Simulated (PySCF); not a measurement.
# [Eu(NH3)3]2+: other functionals and bases at one geometry

Aim: see how levels, charges and forces of [Eu(NH3)3]2+ depend on the level of theory. It is a constructed species; whether it can be made isn't addressed.

Method: several levels, as the steps say, no spin–orbit coupling; program: PySCF 2.14.0.

1 further run of the same task is left out (for a known fault of the program).

### 1 The starting structure

13 atoms, charge 2, spin multiplicity 1.

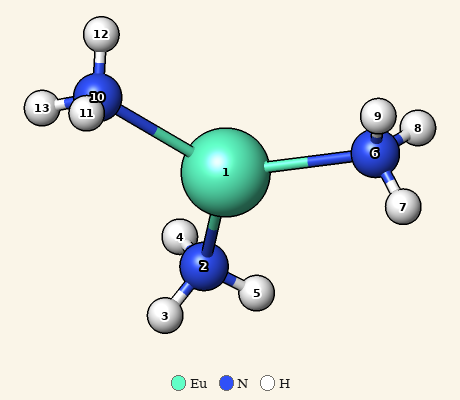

The geometry (europium green, nitrogen blue, hydrogen white); atoms are numbered from 1 in the order of the file.

As a file:

```xyz
13

Eu    0.0000    0.0000    0.0000
N     2.6611    0.0001    0.0000
H     3.0955   -0.4654    0.8060
H     3.0955   -0.4654   -0.8060
H     3.0955    0.9308    0.0000
N    -1.3306    2.3045    0.0000
H    -1.1447    2.9135    0.8060
H    -1.1447    2.9135   -0.8060
H    -2.3538    2.2154    0.0000
N    -1.3304   -2.3046    0.0000
H    -1.9508   -2.4480    0.8060
H    -1.9508   -2.4480   -0.8060
H    -0.7417   -3.1462    0.0000
```

Formal oxidation states: Eu +2. Each metal's 7 4f electrons lie in its core potential, so multiplicities, spins and levels count the valence alone. An earlier session relaxed this geometry at PBE0, Eu lcecp-0-SVP with ECP53, N def2-SVP, H def2-SVP (singlet, point group C3h).

At PBE0 on the finer grid: E = -198.303864 Eh, frontier levels not given, since the 4f levels lie in the core, Mulliken charge on Eu1 +1.31 e, largest force component 0.006 eV/Å. 

Levels to run: HF; wB97X; PBE0, TZVP. Hardware: 2 threads of Arm Neoverse V2, shared host.

### 2 HF

Input file run.py (the lines that set the calculation):

```python
mol = gto.M(atom='''
Eu     0.00000     0.00000     0.00000
N      2.66106     0.00012     0.00000
H      3.09547    -0.46543     0.80603
H      3.09547    -0.46543    -0.80603
H      3.09552     0.93077     0.00000
N     -1.33063     2.30449     0.00000
H     -1.14467     2.91347     0.80603
H     -1.14467     2.91347    -0.80603
H     -2.35383     2.21542     0.00000
N     -1.33043    -2.30460     0.00000
H     -1.95081    -2.44805     0.80603
H     -1.95081    -2.44805    -0.80603
H     -0.74169    -3.14619     0.00000''',
    basis={'Eu': 'lcecp-0-SVP', 'N': 'def2-SVP', 'H': 'def2-SVP'},
    ecp={'Eu': 'lcecp-0-SVP'},
    charge=2, spin=0)
mf = scf.RHF(mol)
mf = mf.density_fit()  # fitting sets: Eu AutoAux, N def2-universal-JKFIT, H def2-universal-JKFIT
mf.conv_tol = 1e-08; mf.max_cycle = 55
mf.kernel(dm0)  # dm0: the density of the relaxed state
```

Started as:

```sh
> OMP_NUM_THREADS=2 python run.py
```

Log:

```text
init E= -197.094014839934
cycle= 1 E= -197.106803071564  delta_E= -0.0128  |g|= 0.0419  |ddm|= 0.334
cycle= 2 E= -197.10733901498  delta_E= -0.000536  |g|= 0.017  |ddm|= 0.0668
cycle= 3 E= -197.107404375311  delta_E= -6.54e-05  |g|= 0.005  |ddm|= 0.0161
cycle= 4 E= -197.107414483492  delta_E= -1.01e-05  |g|= 0.000889  |ddm|= 0.0082
cycle= 5 E= -197.107415032714  delta_E= -5.49e-07  |g|= 0.000102  |ddm|= 0.00208
cycle= 6 E= -197.107415039016  delta_E= -6.3e-09  |g|= 1.29e-05  |ddm|= 0.000238
Extra cycle  E= -197.107415039109  delta_E= -9.36e-11  |g|= 4.49e-06  |ddm|= 2.02e-05
converged SCF energy = -197.107415039109
```

Wall time 3.2 s (2 threads of Arm Neoverse V2, shared host).

It gives: E = -197.107415 Eh, frontier levels not given, since the 4f levels lie in the core, Mulliken charge on Eu1 +1.51 e, largest force component 1.077 eV/Å. 

### 3 wB97X

run.py (the lines that set the calculation), as its differences from that of step 2:

```diff
@@ -17,3 +17,4 @@
     charge=2, spin=0)
-mf = scf.RHF(mol)
+mf = dft.RKS(mol, xc='WB97X')
+mf.grids.atom_grid = (75, 302)  # f atoms: unpruned, at least (60, 302)
 mf = mf.density_fit()  # fitting sets: Eu AutoAux, N def2-universal-JKFIT, H def2-universal-JKFIT
```

Started as:

```sh
> OMP_NUM_THREADS=2 python run.py
```

Log:

```text
init E= -198.474328627315
cycle= 1 E= -198.475336459444  delta_E= -0.00101  |g|= 0.00996  |ddm|= 0.0772
cycle= 2 E= -198.475387020122  delta_E= -5.06e-05  |g|= 0.00444  |ddm|= 0.0174
cycle= 3 E= -198.475392753621  delta_E= -5.73e-06  |g|= 0.00258  |ddm|= 0.00598
cycle= 4 E= -198.475394650218  delta_E= -1.9e-06  |g|= 0.000185  |ddm|= 0.00281
cycle= 5 E= -198.47539468606  delta_E= -3.58e-08  |g|= 3.08e-05  |ddm|= 0.000575
cycle= 6 E= -198.475394686933  delta_E= -8.73e-10  |g|= 7.26e-06  |ddm|= 9.51e-05
Extra cycle  E= -198.475394686969  delta_E= -3.61e-11  |g|= 2.81e-06  |ddm|= 1.72e-05
converged SCF energy = -198.475394686969
```

Wall time 10 s (2 threads of Arm Neoverse V2, shared host).

It gives: E = -198.475395 Eh, frontier levels not given, since the 4f levels lie in the core, Mulliken charge on Eu1 +1.34 e, largest force component 0.038 eV/Å. 

### 4 PBE0, TZVP

Basis: Eu lcecp-0-TZVP with ECP53, N def2-TZVP, H def2-TZVP. 

run.py (the lines that set the calculation), as its differences from that of step 3:

```diff
@@ -14,6 +14,6 @@
 H     -0.74169    -3.14619     0.00000''',
-    basis={'Eu': 'lcecp-0-SVP', 'N': 'def2-SVP', 'H': 'def2-SVP'},
-    ecp={'Eu': 'lcecp-0-SVP'},
+    basis={'Eu': 'lcecp-0-TZVP', 'N': 'def2-TZVP', 'H': 'def2-TZVP'},
+    ecp={'Eu': 'lcecp-0-TZVP'},
     charge=2, spin=0)
-mf = dft.RKS(mol, xc='WB97X')
+mf = dft.RKS(mol, xc='PBE0')
 mf.grids.atom_grid = (75, 302)  # f atoms: unpruned, at least (60, 302)
@@ -21,2 +21,2 @@
 mf.conv_tol = 1e-08; mf.max_cycle = 55
-mf.kernel(dm0)  # dm0: the density of the relaxed state
+mf.kernel(dm0)  # dm0: free metal ions and neutral atoms
```

Started as:

```sh
> OMP_NUM_THREADS=2 python run.py
```

Log:

```text
init E= -197.881319611643
cycle= 1 E= -198.334083371931  delta_E= -0.453  |g|= 0.84  |ddm|= 2.06
cycle= 2 E= -198.282253620076  delta_E= 0.0518  |g|= 1.01  |ddm|= 1.07
cycle= 3 E= -198.49507310051  delta_E= -0.213  |g|= 0.0973  |ddm|= 0.563
cycle= 4 E= -198.497252703816  delta_E= -0.00218  |g|= 0.0066  |ddm|= 0.0882
cycle= 5 E= -198.497261494464  delta_E= -8.79e-06  |g|= 0.000488  |ddm|= 0.00414
cycle= 6 E= -198.497261554702  delta_E= -6.02e-08  |g|= 5.45e-05  |ddm|= 0.000589
cycle= 7 E= -198.497261555631  delta_E= -9.29e-10  |g|= 7.63e-06  |ddm|= 0.000142
Extra cycle  E= -198.497261555646  delta_E= -1.48e-11  |g|= 2.95e-06  |ddm|= 1.95e-05
converged SCF energy = -198.497261555646
```

Run time: 29 s. Hardware: 2 threads of Arm Neoverse V2, shared host.

Read off: E = -198.497262 Eh, frontier levels not given, since the 4f levels lie in the core, Mulliken charge on Eu1 +1.61 e, largest force component 0.413 eV/Å. 

### 5 All levels side by side

| level | state | charge on Eu1 (e) | dipole (D) | largest force (eV/Å) | basis functions | time |
| --- | --- | --- | --- | --- | --- | --- |
| PBE0 (relaxed here) | singlet | 1.31 | 0.00 | 0.01 | 118 | 27 s |
| HF | singlet | 1.51 | 0.00 | 1.08 | 118 | 3.2 s |
| wB97X | singlet | 1.34 | 0.00 | 0.04 | 118 | 10 s |
| PBE0, TZVP | singlet | 1.61 | 0.00 | 0.41 | 194 | 29 s |

Times are on 2 threads of Arm Neoverse V2, shared host; the first row also made further properties. The dipole of a charged species depends on the origin, so these sizes hold for this origin alone.

The largest leftover force, 1.08 eV/Å with HF, stands at a geometry relaxed at another level. The Mulliken charge on Eu spans +1.31 to +1.61 e over the levels. With 4f in the core, its levels are missing from HOMO and gap. Total energies of different levels can't be compared. Spin–orbit coupling is left out throughout.
